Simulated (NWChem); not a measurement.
**doublet AgH+ at 6 levels**

We compute a comparison of 6 runs (U-r2SCAN/def2-TZVPP, U-revPBE/def2-TZVPP, UCAM-B3LYP/def2-TZVPP, UM06-2X/def2-TZVPP, UPBE0/def2-TZVPP, USVWN5/def2-TZVPP) of doublet AgH+. 

Program for the calculation: NWChem 7.3.0.

## 1. The system as given

AgH+ has 2 atoms, charge +1, and is taken as a doublet. SMILES of the parent species: `[AgH]`. The bond length is the one measured for the parent species. That shape belongs to the parent species and isn't relaxed for this state.

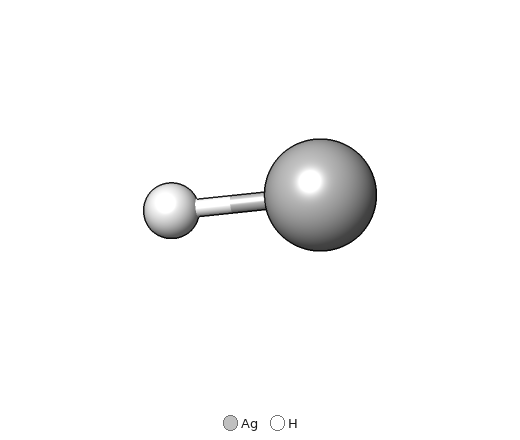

The structure, seen from a chosen angle (silver light grey, hydrogen white).

## 2. A single-point energy at U-r2SCAN/def2-TZVPP (core potential) (run 1)

Contents of agh.nw:

```
start agh
memory 2200 mb
charge 1
geometry units angstrom noautosym nocenter noautoz
  Ag    0.000000    0.000000    0.000000
  H     0.000000    0.000000    1.618100
end
basis spherical bse
  * library def2-TZVPP
end
ecp bse
  Ag library def2-TZVPP
end
dft
  xc r2scan
  mult 2
  grid xfine
  convergence energy 1e-08
  maxiter 100
  mulliken
end
task dft energy
```

Command:

```sh
$ nwchem agh.nw > agh.out
```

What it wrote:

```text
[...]
          Wavefunction type:  spin polarized.
          No. of atoms     :     2
          No. of electrons :    19
[...]
          Charge           :     1
          Spin multiplicity:     2
[...]
          AO basis - number of functions:    70
[...]
              XC Information
              --------------
                      r^2SCAN Method XC Functional
               r^2SCAN metaGGA Exchange Functional  1.000
                     r^2SCAN Correlation Potential  1.000
[...]
 d= 0,ls=0.0,diis     1   -146.8709970274 -1.53D+02  1.88D-02  1.22D+00     1.1
[...]
 d= 0,ls=0.5,diis    83   -147.2628781297 -7.60D-09  1.78D-07  3.28D-09    84.7
[...]
         Total DFT energy =     -147.262878134498
      One electron energy =     -267.557371525608
           Coulomb energy =      128.376331367528
    Exchange-Corr. energy =      -14.295525468535
 Nuclear repulsion energy =        6.213687492117
[...]
      Total Density - Mulliken Population Analysis
     ---------------------------------------------
    Atom       Charge   Shell Charges
 -----------   ------   -------------------------------------------------------
    1 Ag  19    18.12   0.03 -0.41  1.65  0.74  0.35 -0.02  5.26  0.73  0.06  0.00  5.79  3.20  0.74  0.00  0.00  0.00
    2 H    1     0.88   0.19  0.49  0.17  0.00  0.03  0.00
[...]
      <S2> =      0.7597 (Exact =     0.7500)
[...]
```

It took 86 s on 1 thread of AMD EPYC 9R45 (Zen 5), shared host; peak memory 0.13 GiB.

## 3. The energy at U-revPBE/def2-TZVPP (core potential) (run 2)

Contents of geom.nw:

```
start geom
memory total 2200 mb
charge 1

geometry units angstrom noautosym nocenter noautoz
Ag    0.000000    0.000000    0.000000
H     0.000000    0.000000    1.618100
end

basis spherical bse
* library def2-TZVPP
end

ecp bse
Ag library def2-TZVPP
end

dft
xc revpbe cpbe96
mult 2
grid xfine
convergence energy 1e-08
maxiter 100
mulliken
end

task dft energy
```

Command:

```sh
$ nwchem geom.nw > geom.out
```

What it wrote:

```text
[...]
          Wavefunction type:  spin polarized.
          No. of atoms     :     2
          No. of electrons :    19
[...]
          Charge           :     1
          Spin multiplicity:     2
[...]
          AO basis - number of functions:    70
[...]
              XC Information
              --------------
                        RevPBE Exchange Functional  1.000
            Perdew 1991 LDA Correlation Functional  1.000 local
           PerdewBurkeErnz. Correlation Functional  1.000 non-local
[...]
 d= 0,ls=0.0,diis     1   -146.8679452027 -1.53D+02  2.13D-02  1.27D+00     0.9
[...]
 d= 0,ls=0.5,diis    74   -147.2784909222 -9.72D-09  4.31D-07  5.47D-09    58.4
[...]
         Total DFT energy =     -147.278490928678
      One electron energy =     -267.311932760671
           Coulomb energy =      128.099579932050
    Exchange-Corr. energy =      -14.279825592175
 Nuclear repulsion energy =        6.213687492117
[...]
      Total Density - Mulliken Population Analysis
     ---------------------------------------------
    Atom       Charge   Shell Charges
 -----------   ------   -------------------------------------------------------
    1 Ag  19    18.12   0.03 -0.42  1.67  0.72  0.36 -0.01  5.27  0.72  0.05  0.00  5.75  3.19  0.76  0.00  0.00  0.00
    2 H    1     0.88   0.19  0.48  0.17  0.00  0.03  0.00
[...]
      <S2> =      0.7554 (Exact =     0.7500)
[...]
```

Wall time 60 s (1 thread of AMD EPYC 9R45 (Zen 5), shared host); peak memory 0.13 GiB.

Runs 3 to 5 aren't shown in full; the table further down has their settings and results.

## 4. The energy at USVWN5/def2-TZVPP (core potential) (run 6)

Contents of input.xyz:

```xyz
2
AgH
Ag     0.000000     0.000000     0.000000
H      0.000000     0.000000     1.618100
```

Contents of input.nw:

```
start input
title "AgH"
memory stack 880 mb heap 220 mb global 1100 mb
charge 1

geometry noautosym nocenter noautoz
 load input.xyz
end

basis "ao basis" spherical bse
 * library def2-TZVPP
end

ecp bse
 Ag library def2-TZVPP
end

dft
 xc slater vwn_5
 mult 2
 grid xfine
 convergence energy 1e-08
 iterations 100
 mulliken
end

task dft energy
```

Command:

```sh
$ nwchem input.nw > input.out
```

What it wrote:

```text
[...]
          Wavefunction type:  spin polarized.
          No. of atoms     :     2
          No. of electrons :    19
[...]
          Charge           :     1
          Spin multiplicity:     2
[...]
          AO basis - number of functions:    70
[...]
              XC Information
              --------------
                        Slater Exchange Functional  1.000 local
                      VWN V Correlation Functional  1.000 local
[...]
 d= 0,ls=0.0,diis     1   -146.4914329725 -1.53D+02  2.21D-02  1.42D+00     0.5
[...]
 d= 0,ls=0.5,diis    75   -146.9356648491 -7.17D-09  5.90D-07  5.11D-09    28.7
[...]
         Total DFT energy =     -146.935664853715
      One electron energy =     -266.952548983528
           Coulomb energy =      127.680348016941
    Exchange-Corr. energy =      -13.877151379245
 Nuclear repulsion energy =        6.213687492117
[...]
      Total Density - Mulliken Population Analysis
     ---------------------------------------------
    Atom       Charge   Shell Charges
 -----------   ------   -------------------------------------------------------
    1 Ag  19    18.17   0.03 -0.42  1.66  0.73  0.42 -0.02  5.25  0.74  0.06  0.00  5.68  3.24  0.79  0.00  0.00  0.00
    2 H    1     0.83   0.17  0.45  0.16  0.00  0.03  0.00
[...]
      <S2> =      0.7533 (Exact =     0.7500)
[...]
```

It took 30 s on 1 thread of AMD EPYC 9R45 (Zen 5), shared host; peak memory 0.13 GiB.

## 5. The series

```
run                                   level  energy (Eh)  HOMO energy (eV)  LUMO energy (eV)   ⟨S²⟩  wall time
  1    U-r2SCAN/def2-TZVPP (core potential)  -147.262878            -14.65            -12.70  0.760       86 s
  2    U-revPBE/def2-TZVPP (core potential)  -147.278491            -14.34            -13.07  0.755       60 s
  3  UCAM-B3LYP/def2-TZVPP (core potential)  -147.178436            -17.12            -10.78  0.759       20 s
  4     UM06-2X/def2-TZVPP (core potential)  -147.139334            -16.94            -10.90  0.758       14 s
  5       UPBE0/def2-TZVPP (core potential)  -147.209637            -15.68            -11.78  0.759      9.6 s
  6      USVWN5/def2-TZVPP (core potential)  -146.935665            -14.60            -13.60  0.753       30 s
```

## 6. Results

| quantity | value |
| --- | --- |
| run 6: total energy | -146.93566 Eh |
| run 6: HOMO energy (highest over α and β) | -14.60 eV |
| run 6: LUMO energy (lowest over α and β) | -13.60 eV |
| run 6: ⟨S²⟩ | 0.753 |

Totals of different functionals can't be ranked against each other. All runs together took 3.6 min, the longest 86 s.
